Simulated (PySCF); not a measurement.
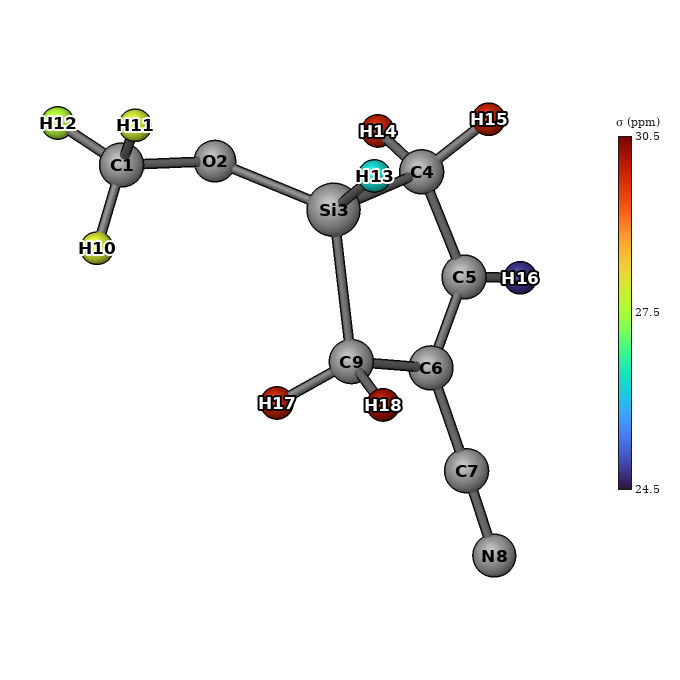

Atoms are coloured by their isotropic NMR shieldings (H only, the others grey). The computed structure is the end point of a GFN2-xTB optimisation. No frequency run is at hand to confirm it as a minimum. Properties computed with GIAO PBE0/pcSseg-1 NMR shielding, non-relativistic, gas phase (PySCF 2.14.0).

Give the isotropic NMR shieldings of the H atoms atom by atom.

| atom | σ (ppm) |
| --- | --- |
| H10 | 27.95 |
| H11 | 27.92 |
| H12 | 27.62 |
| H13 | 26.28 |
| H14 | 29.90 |
| H15 | 29.91 |
| H16 | 24.80 |
| H17 | 29.94 |
| H18 | 30.15 |

The geometry is semi-empirical. Around Si such bond lengths and angles can be off by a tenth of an ångström or more and by several degrees, and values that hang on the shape move with them.
